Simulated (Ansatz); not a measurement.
Sn (diamond)

```
Sn
1.0
    0.00000     3.27002     3.27002
    3.27002     0.00000     3.27002
    3.27002     3.27002     0.00000
Sn
2
Direct
  0.50000   0.50000   0.50000
  0.75000   0.75000   0.75000
```

This relaxed cell (volume V₀) is scaled evenly in all directions, its shape held. Symmetry pins the atoms to their sites.

All values below come from PBEsol (plane waves to 420 eV, PAW, scalar-relativistic; Ansatz, a program for electronic structure). k mesh 12×12×12 (Γ-centred), Fermi-Dirac smearing 0.05 eV. E stands for the smeared free energy. Sn was relaxed with its symmetry unable to fall. ΔE is measured from the relaxed starting cell.

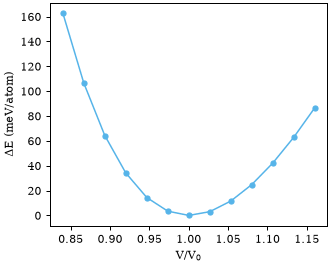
*ΔE (meV/atom) against V/V₀; one marker a computed point.*

### Question
What is ΔE at V/V₀ = 1.160?

### Answer
About 87 meV/atom.

### Question
What is ΔE at V/V₀ = 0.840?

### Answer
About 160 meV/atom.

### Question
What bulk modulus B₀ follows from a third-order Birch-Murnaghan fit?

### Answer
About 41 GPa.

(A scan under strain: stresses follow from slopes of the energy per volume, elastic moduli from its curvatures.)
